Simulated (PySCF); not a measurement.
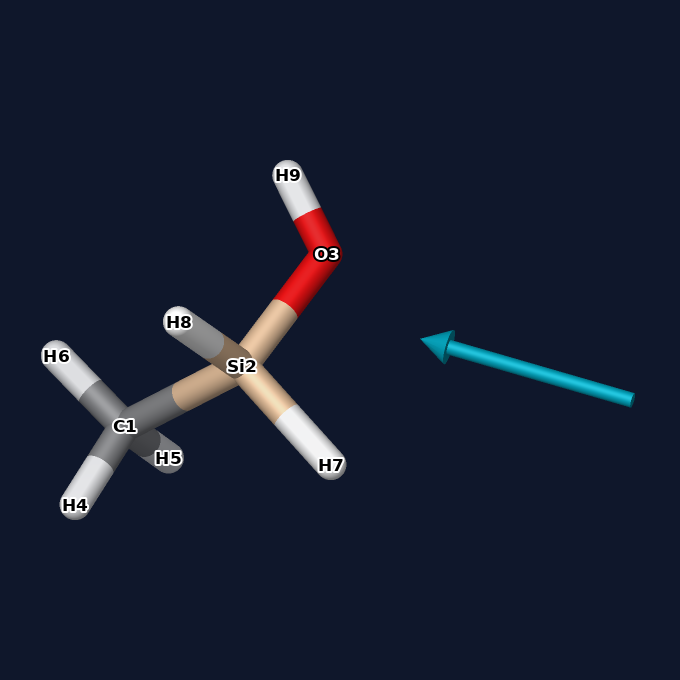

The arrow beside the molecule shows the direction of the dipole moment, from the negative to the positive end (its length means nothing). Computed geometry: PBE0-D3(BJ)/def2-SVP optimisation. No frequency run is at hand to confirm it as a minimum. Level of theory: ωB97X-D/def2-SVPD, gas phase (PySCF 2.14.0).

> How large is the dipole moment?

1.68 D; it points from the side of H7 to the side of H6 (the outermost atoms at the two ends).
